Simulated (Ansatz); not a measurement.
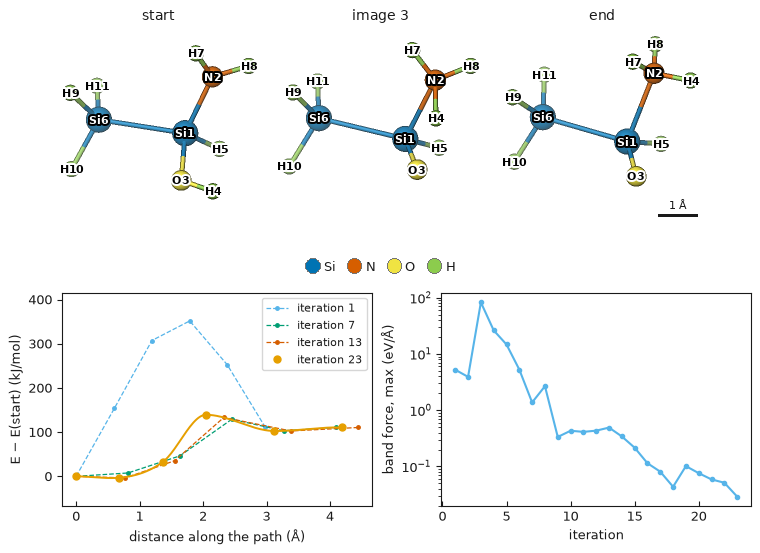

A nudged-elastic-band calculation for Si$_{2}$NH$_{7}$O. Images are numbered from 0 (start) to 5 (end). The plot follows the band through its iterations. The picture is a ball-and-stick view, seen at a tilt.

Level of theory: RKS revPBE-D4/def2-SVPD in Ansatz. Run with 4 movable images; climbing image.

### Did the band converge, and can the barrier be trusted?

The run is converged, with reservations. The band converged in 23 iterations. The largest component of the band force went from 5.2 to 0.029 eV/Å. The climbing image converged on the top of the path. Its curvatures weren't checked. The largest force component is 1.24 eV/Å at the start and 2.27 eV/Å at the end; an end with forces this large is no minimum, and the barrier measured from it can be far off. The first iteration put the highest image at 351.5 kJ/mol. Relative to the start the highest point is image 3 at +139.2 kJ/mol and the end lies at +110.5 kJ/mol, but the profile dips to +102.6 kJ/mol at image 4 on the way, so an end point isn't at the bottom of its valley along this path.

Cost: 2.9 min on 4 threads of Arm Neoverse V1, with other jobs on the host.
